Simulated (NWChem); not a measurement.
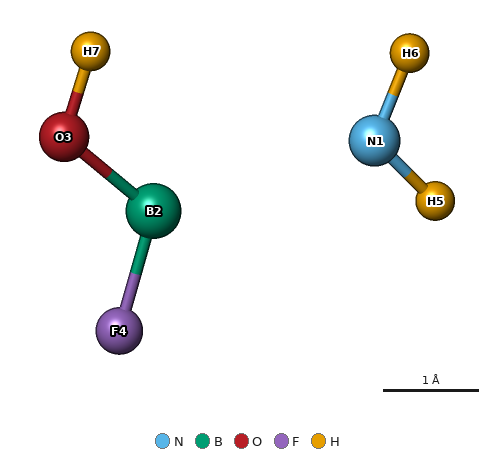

Fig. 1: The structure (ball-and-stick view, seen at a tilt; atoms are numbered from 1 in the order of the input). Sticks are drawn by distance; a stretched bond gets none, so the picture shows separate pieces. Bond lengths as drawn: B–F 1.34 Å, B–O 1.36 Å, H–N 1.00 Å and H–O 0.96 Å.

Single-point calculation, with input and output: BNH3OF

System: BNH3OF.
Method: MP2/6-311+G**, RHF (NWChem 7.3.0).

A bond length was changed on purpose from its optimised value.

Input file:
```python
from ase import Atoms
from ase.calculators.nwchem import NWChem

mol = Atoms('NBOFHHH', positions=[
    [-0.988700, 1.760725, 0.173269],
    [0.039300, -0.505700, -0.288800],
    [1.106300, -1.044300, 0.367000],
    [-0.494800, -1.258200, -1.256300],
    [-1.777300, 2.089025, -0.354331],
    [-0.667000, 2.401625, 0.873869],
    [1.472700, -0.489200, 1.055700],
])

calc = NWChem(
    label='bfh3no',
    theory='mp2',
    memory='2200 mb',
    basis='6-311+G**',
    basispar='spherical bse',
    scf={'nopen': '0', 'rhf': None, 'thresh': '1e-08', 'maxiter': '80'},
    mp2={'freeze': 'core 4', 'tight': None},
    task='energy',
)
mol.calc = calc

print(f"energy = {mol.get_potential_energy():.6f} eV")
```

File bfh3no.nwi:
```
title "bfh3no"

permanent_dir bfh3no

scratch_dir bfh3no

start bfh3no

geometry units angstrom nocenter noautosym noautoz
  N  -9.8870000000000002e-01 1.7607250000000001e+00 1.7326900000000001e-01
  B  3.9300000000000002e-02 -5.0570000000000004e-01 -2.8880000000000000e-01
  O  1.1063000000000001e+00 -1.0443000000000000e+00 3.6699999999999999e-01
  F  -4.9480000000000002e-01 -1.2582000000000000e+00 -1.2563000000000000e+00
  H  -1.7773000000000001e+00 2.0890249999999999e+00 -3.5433100000000001e-01
  H  -6.6700000000000004e-01 2.4016250000000001e+00 8.7386900000000001e-01
  H  1.4726999999999999e+00 -4.8920000000000002e-01 1.0557000000000001e+00
end

memory 2200 mb

basis spherical bse noprint
   * library 6-311+G**
end

scf
  nopen 0
  rhf
  thresh 1e-08
  maxiter 80
end
mp2
  freeze core 4
  tight
end

task mp2 energy
```

Launch command:
```bash
export ASE_NWCHEM_COMMAND="nwchem PREFIX.nwi > PREFIX.nwo"
python run.py
```

What the program printed:
```
energy = -6963.524252 eV
```

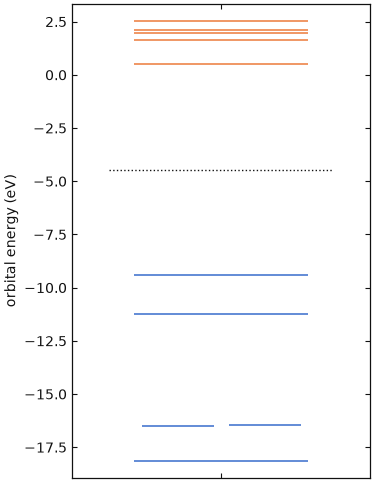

Fig. 2: Orbital energies near the frontier (SCF reference); the dotted line parts filled from empty levels, and levels within 0.02 eV of each other stand side by side. Highest filled −9.42 eV, lowest empty 0.52 eV, 9.94 eV apart.

Summary:

| quantity | value |
| --- | --- |
| outcome | converged |
| total energy | −255.904798 hartree |
| SCF energy | −255.202262 hartree |
| correlation energy | −0.702536 hartree |
| basis functions | 106 |
| HOMO of the SCF reference | −9.42 eV |
| LUMO of the SCF reference | 0.52 eV |
| hardware | 1 thread of AMD EPYC (Zen 3), 16 GiB of memory available, shared host |
| wall time | 35 s |
| peak memory | 0.32 GiB |
